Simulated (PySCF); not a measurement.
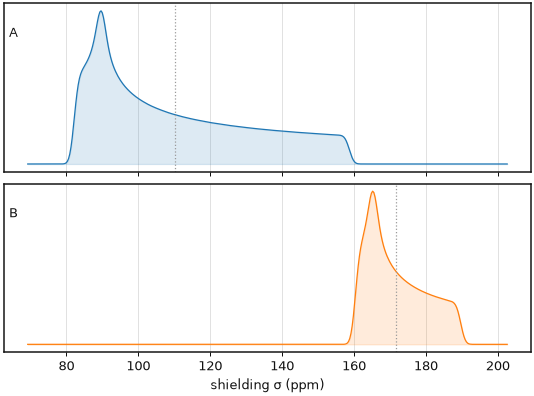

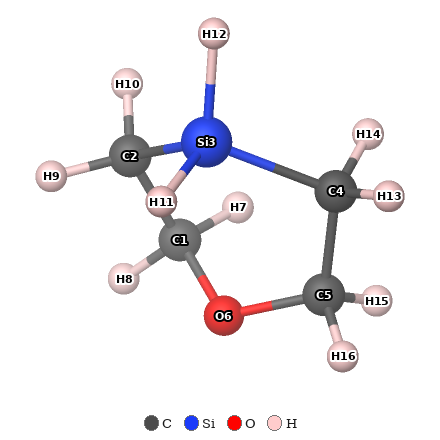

Static powder patterns (¹³C) from GIAO shielding tensors of C₄H₁₀OSi, SMILES C1C[SiH2]CCO1, PBE/pcSseg-1 with PySCF 2.14.0, at a PBE0-D3(BJ)/def2-SVP geometry (no frequency check); absolute shielding, one fixed geometry of the isolated molecule without any motion, no dipolar terms. The dotted line is the isotropic value; skew is 3(σiso − σ22)/span.

> The panels belong to C4 and C5. Which is which?

panel A: C5, σ11, σ22, σ33 = 82, 90, 159 ppm, isotropic 110, span 77 ppm, skew 0.80; panel B: C4, σ11, σ22, σ33 = 160, 165, 190 ppm, isotropic 172, span 29 ppm, skew 0.66.

Note: one conformer of a flexible molecule.
